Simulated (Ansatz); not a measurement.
A series of calculations on GePH6F

Part 1: Relaxation

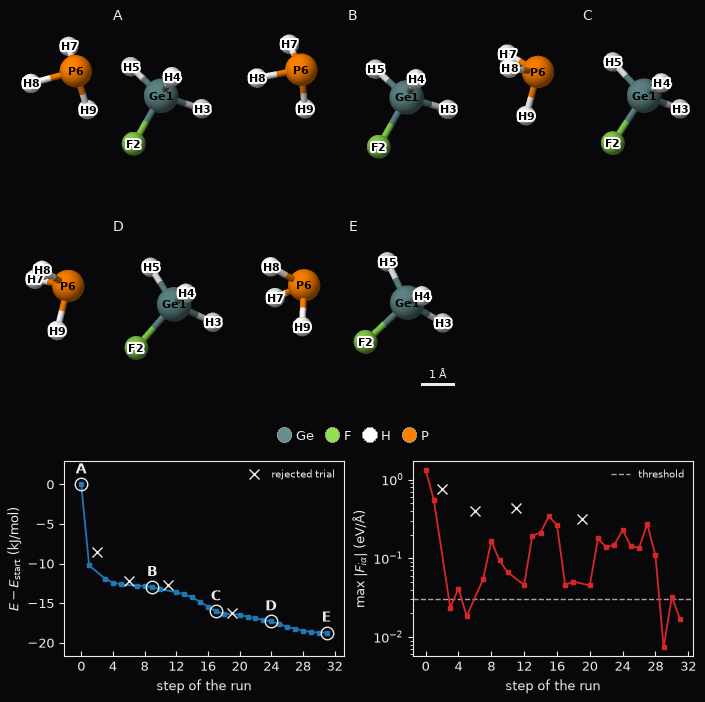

Frames of a relaxation of GePH₆F, marked on the history of the run. The picture is a ball-and-stick view, seen at a tilt.

The run prepares an end point of a later path (reaction) calculation, from a guessed geometry.

The calculation used Ansatz, RKS PBE0/def2-SVPD. Settings: no spin polarisation; force threshold 0.03 eV/Å; at most 50 steps.

> Describe the path.

The largest move after the best rigid fit is that of H7, 1.54 Å. By element the largest moves are H 1.54 Å, F 0.54 Å, P 0.44 Å, Ge 0.39 Å. Some distances before and after: Ge1–P6 3.481 → 3.743 Å, Ge1–F2 1.722 → 1.766 Å, P6–H8 1.435 → 1.429 Å, P6–H7 1.430 → 1.426 Å. The energy falls by 18.7 kJ/mol in 27 accepted moves (31 points after the start). The largest force component goes from 1.3 to 0.017 eV/Å. The line search rejected the trial steps at points 2, 6, 11, 19 of the run. The forces were under the threshold at step 3, but the run went on from there. Cost: 68 s on 4 threads of Arm Neoverse V1, with other jobs on the host, peak memory 0.33 GiB. From step 0 to 9: H9 moves most (0.54 Å), energy −13.0 kJ/mol. From step 9 to 17: H8 moves most (0.69 Å), energy −3.06 kJ/mol. From step 17 to 24: F2 moves most (0.45 Å), energy −1.27 kJ/mol. From step 24 to 31: H7 moves most (0.48 Å), energy −1.41 kJ/mol.

Part 2: Relaxation

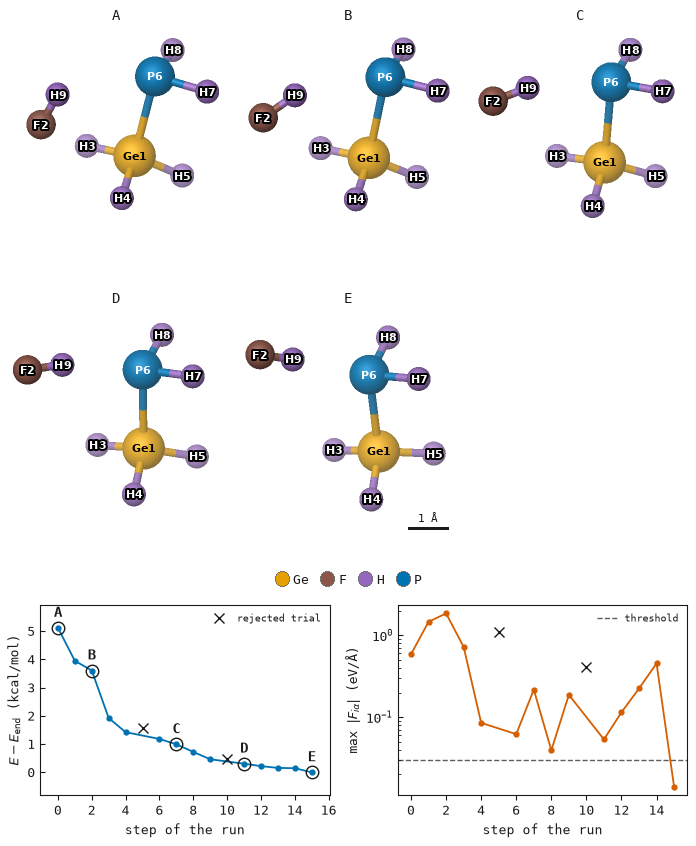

Frames of a relaxation of GePH6F, marked on the history of the run. Style: ball-and-stick. Shown at a tilt.

The run prepares an end point of a later path (reaction) calculation, from a guessed geometry.

Computed with Ansatz, RKS PBE0/def2-SVPD. Set-up: no spin polarisation; force threshold 0.03 eV/Å; at most 50 steps.

Describe the path.

The largest move after the best rigid fit is that of F2, 1.70 Å. By element the largest moves are F 1.70 Å, H 0.82 Å, P 0.59 Å, Ge 0.56 Å. Among the contacts that change: Ge1–P6 2.289 → 2.328 Å, F2–H9 0.924 → 0.938 Å, Ge1–H5 1.543 → 1.536 Å. Bond angles that change, for instance: H4–Ge1–P6 109.7° → 107.2°. The energy falls by 5.12 kcal/mol in 13 accepted moves (15 points after the start). Largest force component: 0.59 eV/Å at the start, 0.014 eV/Å at the end. The line search rejected the trial steps at points 5, 10 of the run. From step 0 to 2: F2 moves most (0.38 Å), energy −1.51 kcal/mol. From step 2 to 7: F2 moves most (0.51 Å), energy −2.61 kcal/mol. From step 7 to 11: F2 moves most (0.44 Å), energy −0.69 kcal/mol. From step 11 to 15: F2 moves most (0.44 Å), energy −0.31 kcal/mol.

```
step  E − E(0), kcal/mol  largest force component, eV/Å      note
   0                0.00                         0.5876          
   1               -1.17                         1.4629          
   2               -1.51                         1.8508          
   3               -3.19                         0.7223          
   4               -3.69                         0.0854          
   5               -3.54                         1.1122  rejected
   6               -3.93                         0.0621          
   7               -4.12                         0.2171          
   8               -4.39                         0.0395          
   9               -4.65                         0.1879          
  10               -4.63                         0.4119  rejected
  11               -4.81                         0.0536          
  12               -4.90                         0.1150          
  13               -4.96                         0.2242          
  14               -4.97                         0.4539          
  15               -5.12                         0.0141
```

Limits of the set-up: the start holds two separate molecules, 2.6 Å apart at their closest, whose relative position is a soft coordinate and is computed without a dispersion correction.

Part 3: Path

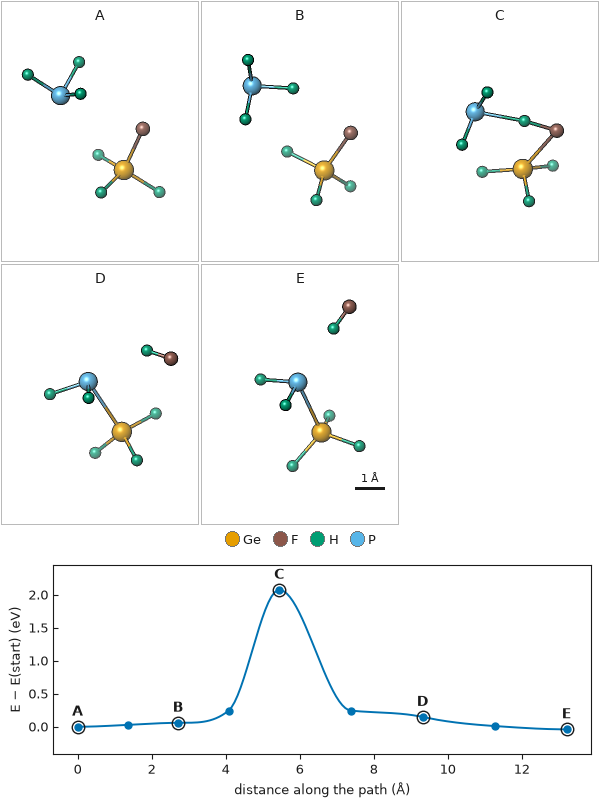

NEB run on GePH$_{6}$F, made up at the start of GeH3F and PH3. Images are numbered from 0 (start) to 8 (end). Frames A to E are images 0, 2, 4, 6, 8. A ball-and-stick model, seen from a free direction.

The calculation used RKS PBE0/def2-SVPD (Ansatz 0.2.0). Run with 7 movable images; climbing image; force threshold 0.05 eV/Å; iteration limit 60; starting path through a guess of the saddle point.

Describe the mechanism and the energy profile.

The energy climbs by 2.07 eV to image 4 and then falls by 2.12 eV, so the end point sits at −0.04 eV. Breaking: F–Ge (1.77 → 4.79 Å), H–P (1.43 → 2.25 Å). Forming: F–H (3.21 → 0.94 Å), Ge–P (3.74 → 2.33 Å). The band converged in 30 iterations. The largest component of the band force went from 20 to 0.038 eV/Å. The climbing image converged on the top of the path. Its vibrational analysis gives 2 imaginary modes over 30i cm⁻¹, so it isn't confirmed as a transition state.

Limits of the set-up: the start holds two separate molecules, 3.2 Å apart at their closest, whose relative position is a soft coordinate and is computed without a dispersion correction.
